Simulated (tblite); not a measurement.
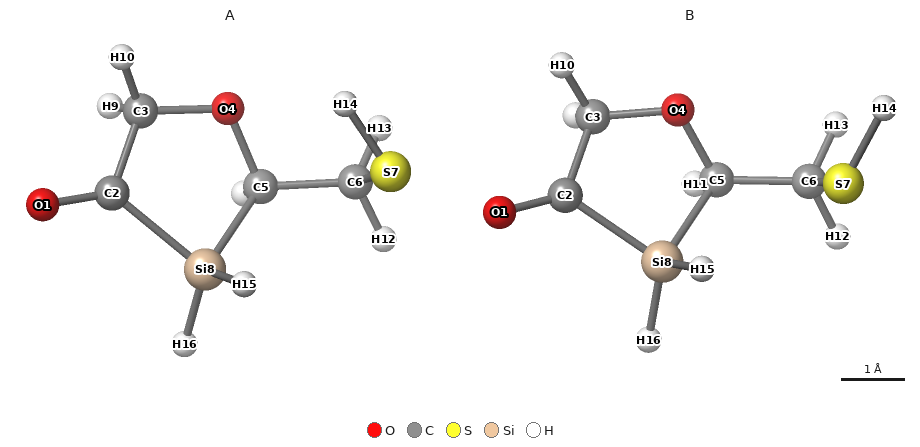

Two geometries of C4H8O2SSi, drawn at one scale. One is the start of a relaxation, the other its converged end. A ball-and-stick model, seen at a tilt.

Level of theory: GFN2-xTB geometry optimisation, gas phase in tblite. 

Question: Which of the two is the end point?

Answer: Structure A is the relaxed one. After 93 geometry steps the energy has fallen by 67.2 kJ/mol. The largest move after the best rigid fit is that of H14, 1.27 Å. By element the largest moves are H 1.27 Å, S 0.23 Å, C 0.21 Å, O 0.20 Å, Si 0.13 Å. Some distances before and after: S7–Si8 3.256 → 3.430 Å, S7–H14 1.404 → 1.329 Å, C2–Si8 1.880 → 1.929 Å, C3–H10 1.128 → 1.092 Å. Among the angles between lasting bonds that change: C6–S7–H14 109.6° → 94.6°, C2–C3–H10 103.5° → 111.7°, O4–C5–Si8 96.7° → 104.1°. Groups turn about C6–S7 by about 60°. The run took 0.63 s on 1 thread of Arm Neoverse V2, on a shared host.
